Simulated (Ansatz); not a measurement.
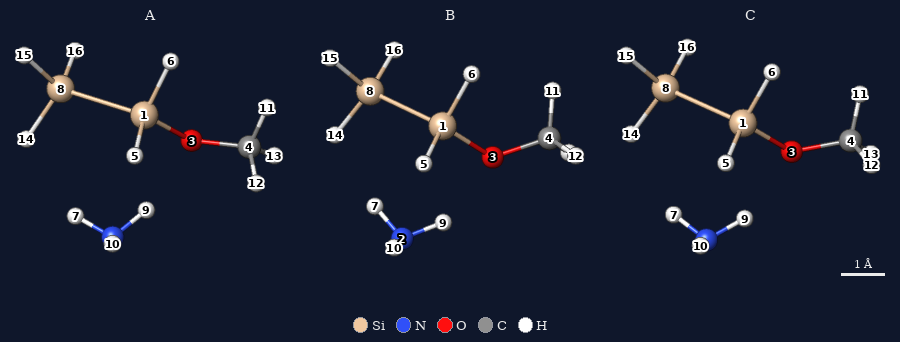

3 geometries from one relaxation of CH₁₁NOSi₂, in shuffled order. The picture is a ball-and-stick view, seen face on.

The run prepares an end point of a later path (reaction) calculation, from a guessed geometry.

Theory: RKS LDA/def2-SVP (Ansatz). (no spin polarisation; force threshold 0.03 eV/Å; at most 50 steps)

Order the frames from highest to lowest energy.

B, C, A. They are steps 0, 7, 18, at +7.57 kJ/mol, +2.00 kJ/mol relative to the last. The largest move after the best rigid fit is that of H12, 0.79 Å. Largest moves by element: H 0.79 Å, O 0.49 Å, Si 0.29 Å, N 0.25 Å, C 0.23 Å. Near-neighbour distances that change, for instance: Si1–Si8 2.251 → 2.326 Å, Si1–H5 1.507 → 1.512 Å, N2–H7 1.025 → 1.029 Å. Among the angles between lasting bonds that change: Si1–Si8–H14 116.1° → 113.3°, Si1–O3–C4 123.0° → 120.6°, O3–Si1–Si8 111.6° → 109.5°. Groups turn about Si1–O3 by about 45°. The energy falls by 7.57 kJ/mol in 15 accepted moves (18 points after the start). The largest force component goes from 0.87 to 0.024 eV/Å. The line search rejected the trial steps at points 3, 11, 16 of the run. The forces were under the threshold at step 12, but the run went on from there. The run took 38 s on 4 threads of Arm Neoverse N1, with other jobs on the host, peak memory 0.18 GiB.
